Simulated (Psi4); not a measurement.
# BPH3F (SMILES FBP) at TPSS/def2-SVPD

What is the vertical singlet–triplet gap of BPH3F at TPSS/def2-SVPD? 

The results are computed with Psi4 1.11.

1 further run of the same task is left out (set aside as unsound or not needed).

### 1 The structure to begin with

BPH3F has 6 atoms, charge 0, and is taken as a singlet. As SMILES, `FBP`. The coordinates come from a GFN2-xTB relaxation. This is one conformer, not always the lowest.

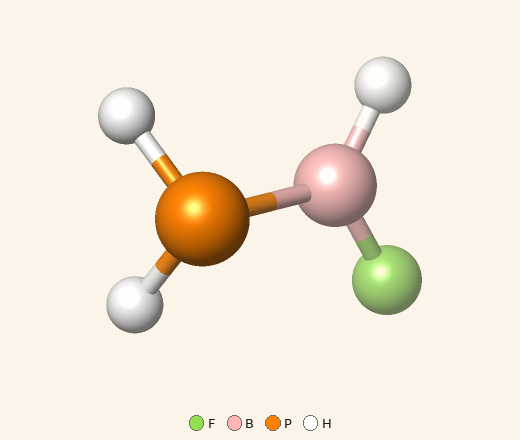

The structure, seen from a chosen angle (fluorine green, boron pink, phosphorus orange, hydrogen white).

### 2 A single-point energy at TPSS/def2-SVPD

Input file input.in:

```
memory 1600 MB

molecule geom {
  0 1
  F
  B 1 1.315428
  P 2 1.887724 1 119.30316
  H 2 1.174175 1 116.71258 3 173.694
  H 3 1.379609 2 98.22823 4 46.94983
  H 3 1.380975 5 95.69736 2 -99.40953
  symmetry c1
}

set basis def2-SVPD
set puream true
set e_convergence 1e-09
set d_convergence 1e-08
set scf_type pk
set dft_radial_points 99
set dft_spherical_points 590

energy("tpss")
print_variables()
```

The run is started by

```
$ psi4 -i input.in -o input.out -n 1
```

input.out:

```text
[...]
  Running in c1 symmetry.
[...]
  Nuclear repulsion =   89.428122186858403
[...]
  Multiplicity = 1
[...]
  Nalpha       = 16
  Nbeta        = 16
[...]
    Number of basis functions: 91
[...]
   @RKS iter   1:  -467.63038726834350   -2.59988e-01   4.83718e-03 DIIS/ADIIS
[...]
   @RKS iter  12:  -467.73360339723297   -1.59162e-12   1.57695e-09 DIIS
[...]
    Orbital Energies [Eh]
    ---------------------
    Doubly Occupied:
       1A    -76.583157     2A    -24.444866     3A     -6.668161
       4A     -6.371421     5A     -4.555292     6A     -4.553575
       7A     -4.550359     8A     -1.135184     9A     -0.614244
      10A     -0.507159    11A     -0.437647    12A     -0.421500
      13A     -0.396072    14A     -0.365382    15A     -0.300438
      16A     -0.244779
[...]
  @RKS Final Energy:  -467.73360339723297
   => Energetics <=
    Nuclear Repulsion Energy =             89.4281221868584026
    One-Electron Energy =                -823.4609084634154215
    Two-Electron Energy =                 305.2284149024506519
    DFT Exchange-Correlation Energy =     -38.9292320231266658
    Empirical Dispersion Energy =           0.0000000000000000
    VV10 Nonlocal Energy =                  0.0000000000000000
    Total Energy =                       -467.7336033972329687
[...]
 Multipole Moments:
 ------------------------------------------------------------------------------------
     Multipole            Electronic (a.u.)      Nuclear  (a.u.)        Total (a.u.)
 ------------------------------------------------------------------------------------
 L = 1.  Multiply by 2.5417464519 to convert [e a0] to [Debye]
 Dipole X            :          1.3330605           -1.5874604           -0.2543999
 Dipole Y            :          0.8822494           -0.9071219           -0.0248725
 Dipole Z            :         -2.5606365            2.8349443            0.2743078
 Magnitude           :                                                    0.3749436
[...]
```

Wall time 28 s (1 thread of Intel Xeon Platinum 8488C (Sapphire Rapids), shared host); peak memory 0.85 GiB.

### 3 The triplet, same level

Input file bfh3p.py:

```python
import psi4

psi4.set_memory('1600 MB')
psi4.set_num_threads(1)
psi4.set_output_file('psi4.out', False)

molecule = psi4.geometry("""
0 3
F     -1.238930    -1.193530     0.673800
B     -0.166900    -0.827020     0.005390
P      0.654190     0.824070     0.409390
H      0.286690    -1.614800    -0.737810
H      0.951110     1.217450    -0.879180
H     -0.486160     1.593830     0.528400
symmetry c1
no_reorient
no_com
""")

options = {'reference': 'uks', 'puream': True, 'e_convergence': 1e-09, 'd_convergence': 1e-08, 'scf_type': 'pk', 'dft_radial_points': 99, 'dft_spherical_points': 590, 'maxiter': 200}
psi4.set_options(options)

e, wfn = psi4.energy("tpss/def2-SVPD", molecule=molecule, return_wfn=True)
psi4.oeprop(wfn, "MAYER_INDICES", "LOWDIN_CHARGES", "MULLIKEN_CHARGES", title="TPSS")
print(f'tpss/def2-SVPD energy: {e:.10f} Eh')
```

The run is started by

```
$ python bfh3p.py
```

psi4.out, shortened:

```text
[...]
  Running in c1 symmetry.
[...]
  Nuclear repulsion =   89.428122497960914
[...]
  Multiplicity = 3
[...]
  Nalpha       = 17
  Nbeta        = 15
[...]
    Number of basis functions: 91
[...]
   @UKS iter   1:  -467.37669027982628   -6.28952e-03   6.04943e-03 ADIIS/DIIS
[...]
   @UKS iter  15:  -467.57881193167646   -1.87583e-12   4.14454e-09 DIIS
[...]
   @S^2 Observed:                2.005180151E+00
[...]
  @UKS Final Energy:  -467.57881193167646
   => Energetics <=
    Nuclear Repulsion Energy =             89.4281224979609135
    One-Electron Energy =                -822.8281582528892386
    Two-Electron Energy =                 304.7362915713394500
    DFT Exchange-Correlation Energy =     -38.9150677480875729
    Empirical Dispersion Energy =           0.0000000000000000
    VV10 Nonlocal Energy =                  0.0000000000000000
    Total Energy =                       -467.5788119316764551
[...]
 Multipole Moments:
 ------------------------------------------------------------------------------------
     Multipole            Electronic (a.u.)      Nuclear  (a.u.)        Total (a.u.)
 ------------------------------------------------------------------------------------
 L = 1.  Multiply by 2.5417464519 to convert [e a0] to [Debye]
 Dipole X            :          3.2133647           -2.6841292            0.5292356
 Dipole Y            :          3.4988283           -2.4931913            1.0056371
 Dipole Z            :        -21.0630350           21.0579930           -0.0050420
 Magnitude           :                                                    1.1364073
[...]
  Mulliken Charges: (a.u.)
   Center  Symbol    Alpha    Beta     Spin     Total
       1     F     4.69888  4.61132  0.08757 -0.31020
       2     B     3.13089  2.10542  1.02546 -0.23631
       3     P     8.10337  7.19157  0.91180 -0.29494
       4     H     0.34355  0.33198  0.01157  0.32447
       5     H     0.35501  0.38158 -0.02657  0.26341
       6     H     0.36830  0.37813 -0.00983  0.25356
   Total alpha = 17.00000, Total beta = 15.00000, Total charge =  0.00000
  Lowdin Charges: (a.u.)
   Center  Symbol    Alpha    Beta     Spin     Total
[...]
```

Standard output:

```text
tpss/def2-SVPD energy: -467.5788119317 Eh
```

Run time: 50 s. Hardware: 1 thread of Intel Xeon Platinum 8488C (Sapphire Rapids), shared host; peak memory 0.86 GiB.

### 4 Summary of results

Level: TPSS/def2-SVPD.

| quantity | value |
| --- | --- |
| singlet: total energy | -467.73360 Eh |
| singlet: dipole moment | 0.95 D |
| singlet: HOMO energy | -6.66 eV |
| singlet: LUMO energy | -1.99 eV |
| singlet: HOMO–LUMO gap | 4.67 eV |
| triplet: total energy | -467.57881 Eh |
| triplet: dipole moment | 2.89 D |
| triplet: HOMO energy (highest over α and β) | -2.60 eV |
| triplet: ⟨S²⟩ | 2.005 |
| vertical energy of the triplet above the singlet | 4.212 eV |

In words: At this shape the triplet lies 4.21 eV (406 kJ/mol) above the singlet. Mulliken charges (triplet) run from -0.31 on F1 to +0.32 on H4; in a basis this large or diffuse they mean little.
